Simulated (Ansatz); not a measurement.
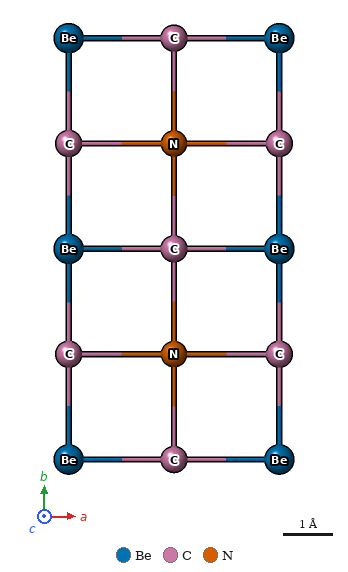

Solid BeC₃N₃ (a generated structure, set up in Pm-3m) (coarse preliminary run), before the relaxation. Style: ball-and-stick. Shown: the cell of the calculation, repeated 1 × 2 × 1 with one cell outlined, along the c axis.

Computed with Ansatz 0.2.0, DFT PBE, scalar-relativistic, plane waves, PAW.

The input:
```yaml
crystal:
  lattice:
    - [4.31015829, 0.0, 0.0]
    - [0.0, 4.31015829, 0.0]
    - [0.0, 0.0, 4.31015829]
  atoms:
    - { symbol: Be, position: [0.0, 0.0, 0.0] }
    - { symbol: C, position: [0.5, 0.0, 0.0] }
    - { symbol: C, position: [0.0, 0.5, 0.0] }
    - { symbol: C, position: [0.0, 0.0, 0.5] }
    - { symbol: "N", position: [0.5, 0.0, 0.5] }
    - { symbol: "N", position: [0.5, 0.5, 0.0] }
    - { symbol: "N", position: [0.0, 0.5, 0.5] }
basis:
  ecutwfc: 420
kpoints:
  mp_grid: { grid: [4, 4, 4] }
hamiltonian:
  xc: pbe
scf:
  occupations: { method: gaussian, width: 0.1 }
  lower_state_search: "off"
output:
  forces: true
  stress: true
  eigenvalues: true
relax:
  adjacent_minimum: "off"
  f_tol: 0.04
  max_steps: 70
  cell: { stress_tol: 0.4 }
```

Run as
```bash
ansatz run input.yaml --threads 1 --pin off --max-ram 2048MiB --backend cpu --events-out ev --progress --plain --runs-dir out
```

### Where does the relaxation end?

After 5 accepted moves (7 points after the start) the energy has fallen by 778 meV per atom. All forces vanish by symmetry, so only the cell relaxes. Pressure: −35.66 GPa at the start and 0.00 GPa at the end. At 2 points the geometry stayed and the basis and grid were re-selected for the new cell (energy shift of 3.1 meV per atom at most each time). No atom moves by more than 0.005 Å relative to the cell. Cell: a = b = c 4.310 → 3.633 Å (−15.7 %). Volume −40.1 %. Among the contacts that change: Be1–C2 2.155 → 1.816 Å, C2–N5 2.155 → 1.816 Å. The space group stays Pm-3m (No. 221).

Step by step:

| step | E − E(0), meV/atom | pressure, GPa | volume, Å³/atom | note |
| --- | --- | --- | --- | --- |
| 0 | 0.00 | -35.66 | 11.439 |  |
| 1 | -353.41 | -33.61 | 9.846 |  |
| 2 | -631.03 | -25.52 | 8.409 |  |
| 3 | -775.42 | -6.03 | 7.118 |  |
| 4 | -781.36 | 0.26 | 6.865 |  |
| 5 | -778.23 | -0.45 | 6.865 | same geometry, new basis |
| 6 | -778.34 | 0.02 | 6.848 |  |
| 7 | -778.20 | 0.00 | 6.848 | same geometry, new basis |

The structure at the end:

```
CELL_PARAMETERS angstrom
3.63266 0.00000 0.00000
0.00000 3.63266 0.00000
0.00000 0.00000 3.63266
ATOMIC_POSITIONS crystal
Be 0.00000 0.00000 0.00000
C 0.50000 0.00000 0.00000
C 0.00000 0.50000 0.00000
C 0.00000 0.00000 0.50000
N 0.50000 0.00000 0.50000
N 0.50000 0.50000 0.00000
N 0.00000 0.50000 0.50000
```

After the run, drawn alike:

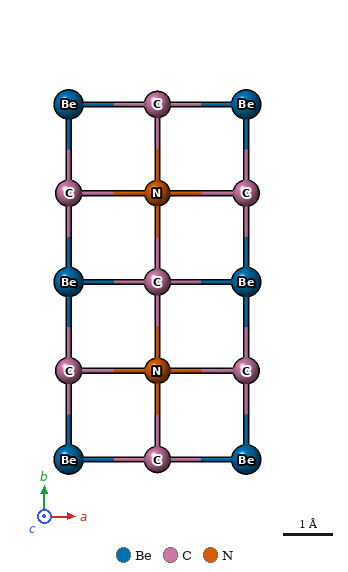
